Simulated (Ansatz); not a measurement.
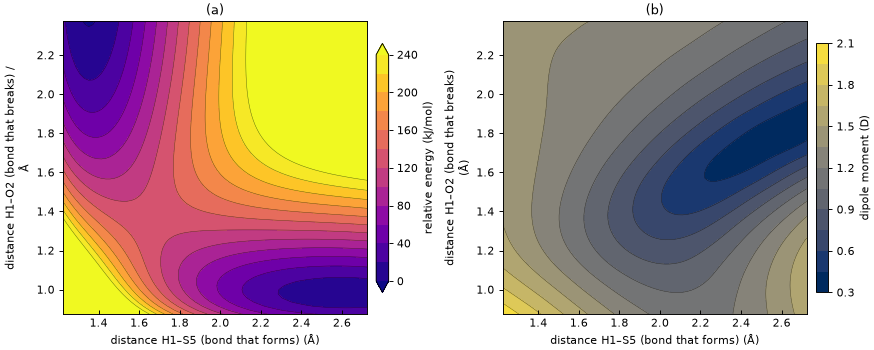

The reacting system CH2OS (one molecule; an intramolecular 1,3-shift). First axis: distance H1–S5 (bond that forms). Second axis: distance H1–O2 (bond that breaks). Relaxed at each point: all other coordinates. The grid has 13 × 13 points. Points are written as (first, second). Energies are in kJ/mol, from the lowest grid point. The reference is spin-restricted, so regions where a bond is pulled apart into radicals lie too high. Level of theory: RKS B3LYP-D4/def2-SVP (Ansatz).

Panel (a) is the energy; panel (b) is the computed dipole moment, in D.

Drawn: filled contours, one colour for all values above the top of the scale. Between grid points the surface is interpolated.

How does the dipole moment vary over the map, and what is it at the lowest grid point?

Leaving out the highest fifth of the energies, it runs from 0.41 D at (2.418 Å, 1.638 Å) to 1.61 D at (2.724 Å, 1.033 Å). At the lowest grid point, (1.384 Å, 2.373 Å), it is 1.36 D. That point lies on the edge of the scan.

```tsv
second ↓, first →	1.224	1.291	1.384	1.489	1.604	1.726	1.855	1.989	2.128	2.271	2.418	2.569	2.724
2.373	1.37	1.37	1.36	1.36	1.35	1.34	1.33	1.30	1.27	1.22	1.15	1.08	1.00
2.218	1.38	1.37	1.36	1.35	1.33	1.31	1.28	1.24	1.18	1.11	1.01	0.92	0.82
2.067	1.39	1.38	1.36	1.34	1.31	1.28	1.22	1.15	1.06	0.96	0.84	0.72	0.60
1.920	1.42	1.40	1.37	1.33	1.28	1.22	1.14	1.03	0.91	0.77	0.62	0.49	0.40
1.777	1.44	1.41	1.37	1.31	1.24	1.15	1.03	0.88	0.72	0.56	0.43	0.36	0.43
1.638	1.46	1.42	1.36	1.28	1.18	1.05	0.90	0.73	0.56	0.43	0.41	0.54	0.73
1.504	1.48	1.42	1.34	1.24	1.11	0.96	0.79	0.62	0.51	0.50	0.63	0.84	1.08
1.375	1.49	1.43	1.33	1.22	1.08	0.92	0.77	0.64	0.61	0.70	0.88	1.11	1.35
1.253	1.53	1.46	1.36	1.24	1.11	0.96	0.84	0.76	0.77	0.89	1.07	1.28	1.51
1.138	1.62	1.55	1.45	1.33	1.20	1.07	0.96	0.90	0.91	1.01	1.17	1.37	1.59
1.033	1.76	1.69	1.58	1.46	1.32	1.19	1.08	1.02	1.02	1.08	1.22	1.40	1.61
0.940	1.93	1.84	1.73	1.59	1.45	1.32	1.19	1.11	1.08	1.13	1.24	1.40	1.60
0.873	2.07	1.97	1.84	1.70	1.55	1.41	1.27	1.18	1.13	1.15	1.24	1.39	1.57
```
